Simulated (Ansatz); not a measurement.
GeAsH5: several calculations on one system

**1. Relaxation**

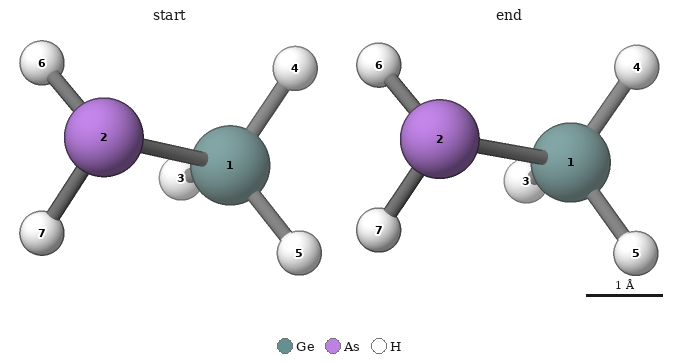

The structure of GeAsH₅ before (left) and after (right) a relaxation, at one scale.

Style: ball-and-stick. Shown from a free direction.

The run prepares an end point of a later path (torsion) calculation, from a guessed geometry.

Level of theory: RHF/def2-SVP (Ansatz 0.2.0).

Input
```yaml
crystal:
  periodic: [false, false, false]
  atoms:
    - { symbol: Ge, position_ang: [-0.3509, -0.6643, -0.4841] }
    - { symbol: As, position_ang: [0.6675, 1.4434, 0.086] }
    - { symbol: H, position_ang: [-0.5451, -1.5118, 0.7514] }
    - { symbol: H, position_ang: [-1.7425, -0.3167, -1.0554] }
    - { symbol: H, position_ang: [0.4427, -1.357, -1.5921] }
    - { symbol: H, position_ang: [-0.2262, 1.6324, 1.3549] }
    - { symbol: H, position_ang: [1.8158, 0.7061, 0.8936] }
basis:
  gaussian: { orbitals: def2-SVP }
hamiltonian:
  xc: hf
relax:
  f_tol: 0.015
  max_steps: 40
```

Launched with:
```bash
ansatz run input.yaml --threads 1 --pin off --max-ram 2048MiB --backend cpu --events-out ev --progress --plain --runs-dir out
```

Describe what moved and what it gained.

The largest move after the best rigid fit is that of H3, 0.10 Å. By element the largest moves are H 0.10 Å, As 0.05 Å, Ge 0.05 Å. Some distances before and after: As2–H7 1.586 → 1.510 Å, As2–H6 1.563 → 1.510 Å, Ge1–As2 2.409 → 2.446 Å, Ge1–H3 1.511 → 1.534 Å. Among the angles between lasting bonds that change: H3–Ge1–H5 113.9° → 109.3°, Ge1–As2–H7 91.1° → 94.7°, As2–Ge1–H4 105.8° → 108.3°. After 4 geometry steps the energy has fallen by 0.117 eV. The largest force component goes from 1.5 to 0.011 eV/Å.

**2. Relaxation**

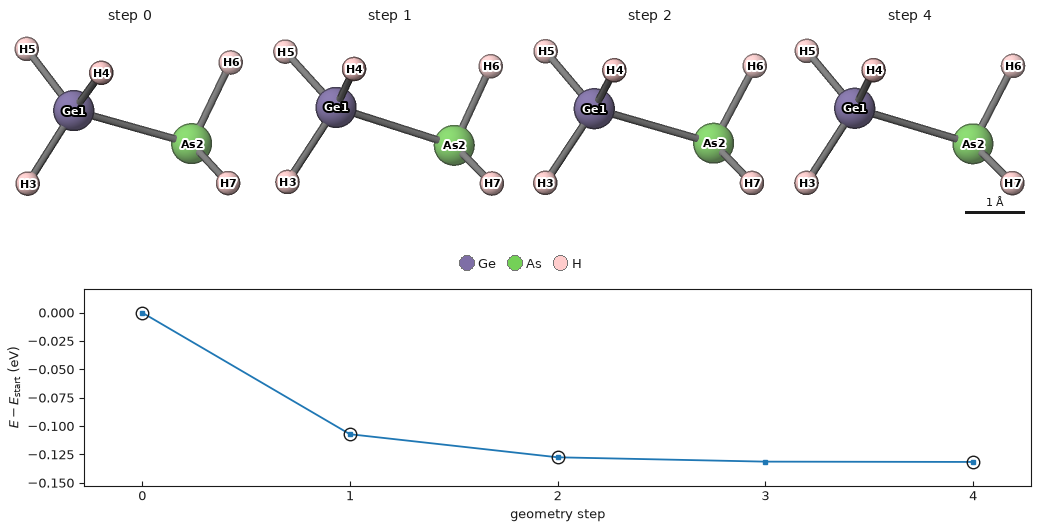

Frames of a relaxation of GeAsH₅, marked on the history of the run. The picture is a ball-and-stick view, seen from a free direction.

The run prepares an end point of a later path (torsion) calculation, from a guessed geometry.

Theory: RHF/def2-SVP in Ansatz 0.2.0.

The input:
```yaml
crystal:
  periodic: [false, false, false]
  atoms:
    - { symbol: Ge, position_ang: [-0.3509, -0.6643, -0.4841] }
    - { symbol: As, position_ang: [0.6675, 1.4434, 0.086] }
    - { symbol: H, position_ang: [-0.5451, -1.5118, 0.7514] }
    - { symbol: H, position_ang: [-1.7425, -0.3167, -1.0554] }
    - { symbol: H, position_ang: [0.4427, -1.357, -1.5921] }
    - { symbol: H, position_ang: [0.24742, 2.11181, -1.26355] }
    - { symbol: H, position_ang: [-0.64964, 1.91368, 0.83326] }
basis:
  gaussian: { orbitals: def2-SVP }
hamiltonian:
  xc: hf
relax:
  f_tol: 0.015
  max_steps: 40
```

Launched with:
```bash
ansatz run input.yaml --threads 1 --pin off --max-ram 2048MiB --backend cpu --events-out ev --progress --plain --runs-dir out
```

### What happens along the run?

The atom that moves furthest after the best rigid fit is H4 (0.17 Å). By element the largest moves are H 0.17 Å, Ge 0.08 Å, As 0.03 Å. Among the contacts that change: As2–H7 1.586 → 1.510 Å, As2–H6 1.563 → 1.510 Å, Ge1–As2 2.409 → 2.446 Å, Ge1–H3 1.511 → 1.534 Å. Bond angles that change, for instance: As2–Ge1–H4 105.8° → 112.4°, H3–Ge1–H5 113.9° → 109.2°, Ge1–As2–H7 91.1° → 94.7°. After 4 geometry steps the energy has fallen by 0.132 eV. Largest force component: 1.1 eV/Å at the start, 0.013 eV/Å at the end. From step 0 to 1: H4 moves most (0.18 Å), energy −0.107 eV. From step 1 to 2: H6 moves most (0.08 Å), energy −0.020 eV. From step 2 to 4: H6 moves most (0.03 Å), energy −0.004 eV.

| step | E − E(0), eV | largest force component, eV/Å |
| --- | --- | --- |
| 0 | 0.0000 | 1.1206 |
| 1 | -0.1071 | 0.3164 |
| 2 | -0.1275 | 0.1036 |
| 3 | -0.1313 | 0.0711 |
| 4 | -0.1316 | 0.0132 |

**3. Path**

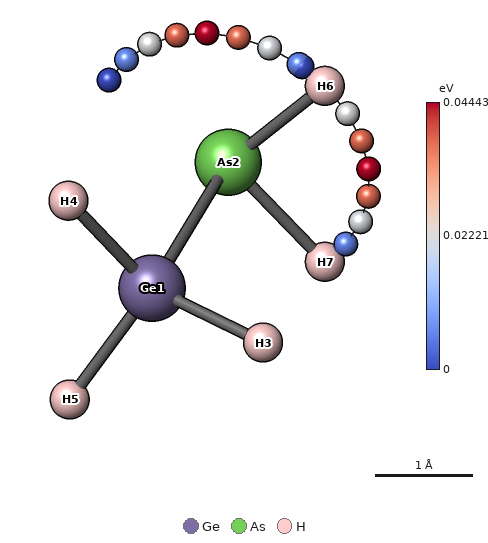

A search for the minimum-energy path of GeAsH$_{5}$ by the nudged elastic band. Images are numbered from 0 (start) to 8 (end). The start is drawn whole; smaller spheres mark the moving atoms (H) in the later images, joined by lines and coloured by the energy of the image relative to the start. Style: ball-and-stick. Shown from a free direction.

Method: RHF/def2-SVP (Ansatz 0.2.0). Settings: 7 movable images; climbing image; force threshold 0.05 eV/Å; iteration limit 60; starting path by image-dependent pair potential.

Q: What moves, how far, and at what cost in energy?

A: The motion is a rotation about the Ge1–As2 bond by about 120°. No bond forms or breaks between the ends. Among the angles between lasting bonds that change up to the highest image: As2–Ge1–H4 108.3° → 110.5°. The barrier is about 0.044 eV in both directions, with image 4 at the top; the ends have the same energy. The band converged in 4 iterations, with a climbing image at the top.
